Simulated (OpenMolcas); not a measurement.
```
&GATEWAY
Basis set
Cu.ANO-RCC-VTZP.
Cu1 0.0 0.0 0.0 Angstrom
End of basis
Basis set
F.ANO-RCC-VDZP.
L1 1.292110 1.292110 1.292110 Angstrom
L2 1.292110 1.292110 -1.292110 Angstrom
L3 1.292110 -1.292110 1.292110 Angstrom
L4 1.292110 -1.292110 -1.292110 Angstrom
End of basis
Basis set
Ca.EMB-AIMP.Pascual.0s.0s.ECP.CaF2.
PseudoCharge
* 21 symmetry-unique lattice sites within 7.6 angstrom
End of basis
Basis set
F.EMB-AIMP.Pascual.0s.0s.ECP.CaF2.
PseudoCharge
* 40 symmetry-unique lattice sites within 7.6 angstrom
End of basis
Symmetry
XYZ
AngMom=0.0 0.0 0.0
AMFI
RICD
XField
1348 Angstrom 0
* Evjen-weighted lattice charges
&SEWARD
&RASSCF
FileOrb=start.orb
Symmetry=1
Spin=2
nActEl=9 0 0
Inactive=23 26
Ras2=5 0
CIRoot=5 5 1
SDav=5
CIMx=300
Iter=150 100
PrWF=0.3
OrbListing=Nothing
MaxOrb=1
LevShft=1.0
>>> COPY $Project.JobIph JOB001
&RASSI
NrOfJobIphs=1 5
1 2 3 4 5
IphNames
JOB001
EJob
SpinOrbit
DIPRint=1.0
SOCoupling=1000.0
Subsets=2
Property=9
'ANGMOM' 1 'ANGMOM' 2 'ANGMOM' 3 'MLTPL  1' 1 'MLTPL  1' 2 'MLTPL  1' 3
'AMFI' 1 'AMFI' 2 'AMFI' 3
SOProperty=3
'ANGMOM' 1 'ANGMOM' 2 'ANGMOM' 3
>>> COPY JOB001 $Project.JobIph
&CASPT2
Multistate=5 1 2 3 4 5
NoMult
Frozen=6 7
IPEA=0.25
Imaginary=0.1
MaxIter=60
WThr=0.0 0.3 0.05
PrWF=0.5
NoMix
```

Run as:
```bash
OMP_NUM_THREADS=1 MOLCAS_MEM=2457 MOLCAS_PROJECT=a pymolcas a.inp > a.log  # once for each step of the input, in one work folder
```

The CASPT2 energies were then put on the diagonal of the RASSI spin-orbit matrix.

The calculation used state-averaged SS-CASPT2, IPEA shift 0.25, imaginary shift 0.1 hartree, closed shells 3s 3p correlated, active space 9 electrons in the shell 3d, basis ANO-RCC-VTZP on the metal and ANO-RCC-VDZP on the ligands, DKH2 scalar Hamiltonian, spin-orbit coupling by RASSI with atomic mean-field integrals (OpenMolcas).

Cu²⁺ (3d⁹) as a dopant in CaF₂, a cluster with its 8 nearest F⁻ at 2.238 Å (cube) embedded in model potentials and point charges; the geometry was set, not optimised. The cluster and the levels that result:

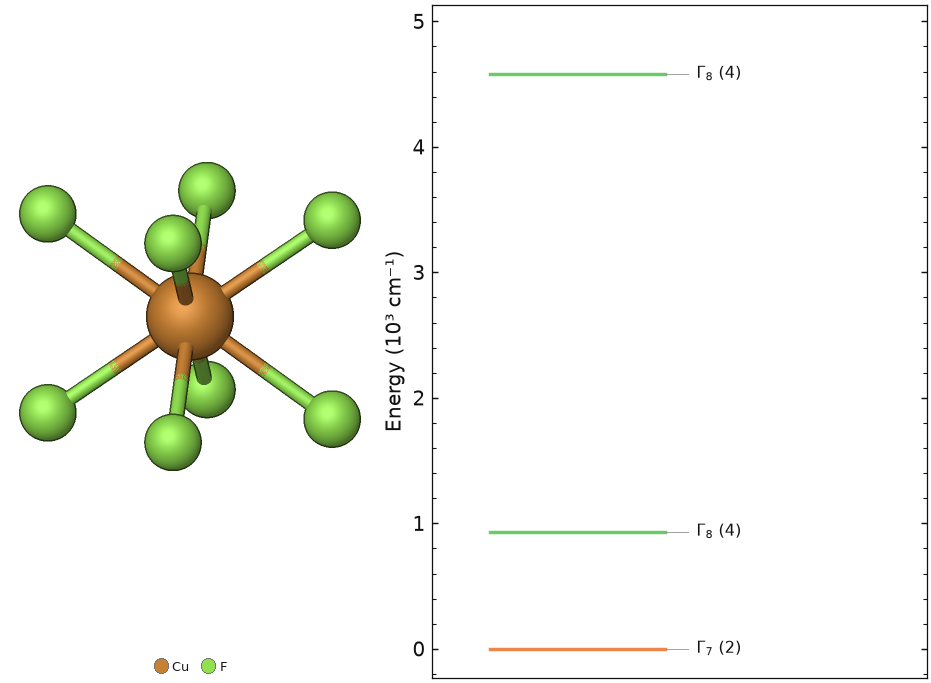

Labels give the representation in O, Td, D4 or D3 as the site allows (double group for half-integer spin) where it could be assigned and, in brackets, the degeneracy; spin-free states, where drawn, share the zero of the spin-orbit levels.

The ground level is Γ₇, a Kramers doublet, 100 % from states of spin multiplicity 2. Its principal g values are 1.96, 1.96 and 1.96, isotropic. The next level lies at 933 cm⁻¹ (Γ₈).

Known limits: single d shell for a late 3d ion, CASPT2 field may be too large; the geometry is set by hand, with no relaxation and no charge compensation.
